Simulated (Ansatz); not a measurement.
# C2H7BN radical: small, medium and large basis sets

How large a basis does C2H7BN radical need? Two functionals are run in growing sets.

Program: Ansatz 0.2.0, Gaussian basis. Level of theory: one geometry, several basis sets. These are calculated values, not measurements.

Levels to be run: PBE0-D4/def2-SVP; ωB97M-V/def2-SVP; PBE0-D4/def2-QZVPP; ωB97M-V/def2-QZVPP; the functionals' def2-TZVPP values are taken from earlier runs.

## 1. Structure used throughout

An earlier PBE0-D4 in a triple-zeta def2 set relaxation fixed the geometry.

SMILES `[CH2]B(C)N`, 11 atoms, charge 0, spin multiplicity 2.

Atoms are counted from 1 here; the program's logs count them from 0.

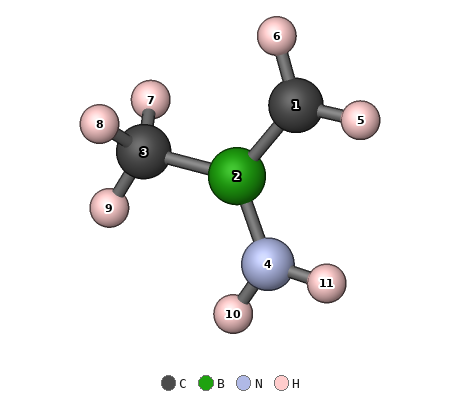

The geometry (carbon dark grey, boron green, nitrogen light blue, hydrogen pink); atoms are numbered from 1 in the order of the file.

## 2. PBE0-D4 in def2-SVP

in.yaml

```yaml
crystal:
  periodic: [false, false, false]
  atoms:
    - {symbol: C, position_ang: [-0.453801, 1.493111, -0.336522]}
    - {symbol: B, position_ang: [0.050252, 0.049457, -0.154214]}
    - {symbol: C, position_ang: [-0.204881, -0.752454, 1.180904]}
    - {symbol: N, position_ang: [0.753890, -0.551404, -1.211637]}
    - {symbol: H, position_ang: [-0.292145, 2.072453, -1.243136]}
    - {symbol: H, position_ang: [-1.005235, 2.025257, 0.433130]}
    - {symbol: H, position_ang: [-1.276322, -0.813099, 1.399078]}
    - {symbol: H, position_ang: [0.245044, -0.233555, 2.034162]}
    - {symbol: H, position_ang: [0.189450, -1.772153, 1.168578]}
    - {symbol: H, position_ang: [1.113245, -1.489314, -1.167866]}
    - {symbol: H, position_ang: [0.945801, -0.085299, -2.081876]}
basis:
  gaussian: {orbitals: def2-SVP}
magnetization: {spin_polarized: true, initial_magnetization: 1}
hamiltonian: {xc: pbe0, dispersion: d4}
output: {orbitals: {seedname: orbitals}}
```

Started as:

```bash
$ ansatz run in.yaml --threads 4 --pin off --events-out ev --progress --plain --max-ram 10444MiB
```

Standard output:

```text
Functional definition: PBE0
  name "PBE0"
  cite "Adamo & Barone, J. Chem. Phys. 110, 6158 (1999) doi:10.1063/1.478522"
  cite "Perdew, Burke & Ernzerhof, Phys. Rev. Lett. 77, 3865 (1996) doi:10.1103/PhysRevLett.77.3865"
  parent pbe
  parameter a = 0.25
  parameter kappa = 0.804
  parameter beta = 0.06672455060314922
  exchange = (1 - a)*pbe_x(kappa = kappa, mu = beta*pi^2/3) + a*exact_x
  correlation = pbe_c(beta = beta)
1048 factors; their error is unknown
mean field evaluation 1: about -4337.6912 eV, gradient 4.3e1 eV
mean field evaluation 2: about -4335.4608 eV, gradient 4.7e1 eV
mean field evaluation 4: about -4346.1244 eV, gradient 1.6e0 eV
mean field evaluation 8: about -4346.1404 eV, gradient 1.3e-1 eV
mean field evaluation 16: about -4346.1322 eV, gradient 1.1e-4 eV
mean field -4346.13222258 eV, -159.7174132655 hartree, gradient 1.5e-5 eV, S^2 0.755037; 0 other end points of the search recorded, 0 dependent functions left out
reference -4346.13224786 eV, -159.7174141947 hartree; 16, 15 occupied and 75, 76 virtual orbitals, 1048 factors
Total energy: -4346.27170993 eV, -159.7225393313 hartree
```

Wall time 1.4 s (4 threads of Arm Neoverse V1, shared host).

## 3. ωB97M-V in def2-SVP

Changes to in.yaml since step 2:

```diff
@@ -17,3 +17,3 @@
 magnetization: {spin_polarized: true, initial_magnetization: 1}
-hamiltonian: {xc: pbe0, dispersion: d4}
+hamiltonian: {xc: {name: wB97M-V}}
 output: {orbitals: {seedname: orbitals}}
```

Launched as before.

Standard output, cut to the lines that bear on the results:

```text
Functional definition: wB97M-V
  name "wB97M-V"
  cite "Mardirossian & Head-Gordon, J. Chem. Phys. 144, 214110 (2016) doi:10.1063/1.4952647"
  cite "Becke, J. Chem. Phys. 107, 8554 (1997) doi:10.1063/1.475007"
  cite "Vydrov & Van Voorhis, J. Chem. Phys. 133, 244103 (2010) doi:10.1063/1.3521275"
  # Of w^i u^j: cxij and so on, Table III.
[...]
  gx(w, u) = 1 - cx + cx01*u + cx10*w
  gss(w, u) = css00 + css04*u^4 + css10*w + css20*w^2 + css43*w^4*u^3
  gos(w, u) = cos00 + cos10*w + (cos20 + cos21*u)*w^2 + (cos60 + cos61*u)*w^6
[...]
      + integral(e_c_pw_mod_opposite_spin*gos(b97_w_opposite, b97_u_opposite)) + vv10(b, c)
1048 factors; their error is unknown
276 factors; integrals over basis functions are off by at most 1.1e-5 eV
[...]
mean field -4348.94052606 eV, -159.8206165148 hartree, gradient 4.0e-5 eV, S^2 0.754206; 0 other end points of the search recorded, 0 dependent functions left out
reference -4348.94056595 eV, -159.8206179808 hartree; 16, 15 occupied and 75, 76 virtual orbitals, 1048 factors
Total energy: -4348.94056595 eV, -159.8206179808 hartree
```

Wall time 5.5 s (4 threads of Arm Neoverse V1, shared host).

## 4. PBE0-D4 in def2-QZVPP

Changes to in.yaml since step 3:

```diff
@@ -15,5 +15,5 @@
 basis:
-  gaussian: {orbitals: def2-SVP}
+  gaussian: {orbitals: "def2-QZVPP.json"}
 magnetization: {spin_polarized: true, initial_magnetization: 1}
-hamiltonian: {xc: {name: wB97M-V}}
+hamiltonian: {xc: pbe0, dispersion: d4}
 output: {orbitals: {seedname: orbitals}}
```

Same command.

Standard output:

```text
Functional definition: PBE0
  name "PBE0"
  cite "Adamo & Barone, J. Chem. Phys. 110, 6158 (1999) doi:10.1063/1.478522"
  cite "Perdew, Burke & Ernzerhof, Phys. Rev. Lett. 77, 3865 (1996) doi:10.1103/PhysRevLett.77.3865"
  parent pbe
  parameter a = 0.25
  parameter kappa = 0.804
  parameter beta = 0.06672455060314922
  exchange = (1 - a)*pbe_x(kappa = kappa, mu = beta*pi^2/3) + a*exact_x
  correlation = pbe_c(beta = beta)
1160 factors; their error is unknown
mean field evaluation 1: about -4339.1175 eV, gradient 5.4e1 eV
mean field evaluation 2: about -4332.8385 eV, gradient 6.2e1 eV
mean field evaluation 4: about -4351.1869 eV, gradient 3.9e0 eV
mean field evaluation 8: about -4351.2596 eV, gradient 4.8e-2 eV
mean field evaluation 16: about -4351.2596 eV, gradient 9.1e-5 eV
mean field -4351.25963604 eV, -159.9058422347 hartree, gradient 2.8e-5 eV, S^2 0.755326; 0 other end points of the search recorded, 0 dependent functions left out
reference -4351.25967404 eV, -159.9058436312 hartree; 16, 15 occupied and 422, 423 virtual orbitals, 1160 factors
Total energy: -4351.39913611 eV, -159.9109687677 hartree
```

Wall time 13 s (4 threads of Arm Neoverse V1, shared host); peak memory 1.6 GiB.

## 5. ωB97M-V in def2-QZVPP

Changes to in.yaml since step 4:

```diff
@@ -17,3 +17,3 @@
 magnetization: {spin_polarized: true, initial_magnetization: 1}
-hamiltonian: {xc: pbe0, dispersion: d4}
+hamiltonian: {xc: {name: wB97M-V}}
 output: {orbitals: {seedname: orbitals}}
```

Same command.

Standard output, cut to the lines that bear on the results:

```text
Functional definition: wB97M-V
  name "wB97M-V"
  cite "Mardirossian & Head-Gordon, J. Chem. Phys. 144, 214110 (2016) doi:10.1063/1.4952647"
  cite "Becke, J. Chem. Phys. 107, 8554 (1997) doi:10.1063/1.475007"
  cite "Vydrov & Van Voorhis, J. Chem. Phys. 133, 244103 (2010) doi:10.1063/1.3521275"
  # Of w^i u^j: cxij and so on, Table III.
[...]
  gx(w, u) = 1 - cx + cx01*u + cx10*w
  gss(w, u) = css00 + css04*u^4 + css10*w + css20*w^2 + css43*w^4*u^3
  gos(w, u) = cos00 + cos10*w + (cos20 + cos21*u)*w^2 + (cos60 + cos61*u)*w^6
[...]
      + integral(e_c_pw_mod_opposite_spin*gos(b97_w_opposite, b97_u_opposite)) + vv10(b, c)
1160 factors; their error is unknown
361 factors; integrals over basis functions are off by at most 9.9e-6 eV
[...]
mean field -4354.32896018 eV, -160.0186378163 hartree, gradient 4.9e-5 eV, S^2 0.754133; 0 other end points of the search recorded, 0 dependent functions left out
reference -4354.32902041 eV, -160.0186400300 hartree; 16, 15 occupied and 422, 423 virtual orbitals, 1160 factors
Total energy: -4354.32902041 eV, -160.0186400300 hartree
```

It took 28 s on 4 threads of Arm Neoverse V1, shared host; peak memory 2.1 GiB.

## 6. Density functionals: the series

The def2-TZVPP values come from earlier runs at the same geometry.

| functional | basis | functions | energy (eV) | from the largest (eV) | HOMO (eV) | LUMO (eV) |
| --- | --- | --- | --- | --- | --- | --- |
| PBE0-D4 | def2-SVP | 91 | -4346.2717 | 5.127 | -6.37 | -1.88 |
| PBE0-D4 | def2-TZVPP | 222 | -4351.1365 | 0.263 | -6.51 | -2.13 |
| PBE0-D4 | def2-QZVPP | 438 | -4351.3991 | 0.000 | -6.54 | -2.18 |
| ωB97M-V | def2-SVP | 91 | -4348.9406 | 5.388 | -8.44 | 0.12 |
| ωB97M-V | def2-TZVPP | 222 | -4354.0790 | 0.250 | -8.58 | -0.26 |
| ωB97M-V | def2-QZVPP | 438 | -4354.3290 | 0.000 | -8.60 | -0.34 |

## 7. What came out

| quantity | value |
| --- | --- |
| PBE0-D4: double and triple zeta above quadruple | 5.13, 0.26 eV |
| ωB97M-V: double and triple zeta above quadruple | 5.39, 0.25 eV |

In words: For PBE0-D4 the step from double to triple zeta gains 4.86 eV and the next only 0.26 eV. These are total energies; as a rule much of such shifts cancels in differences, which this series doesn't test.

For PBE0-D4 the largest set took about 10 times as long as the smallest (13 s against 1.4 s).
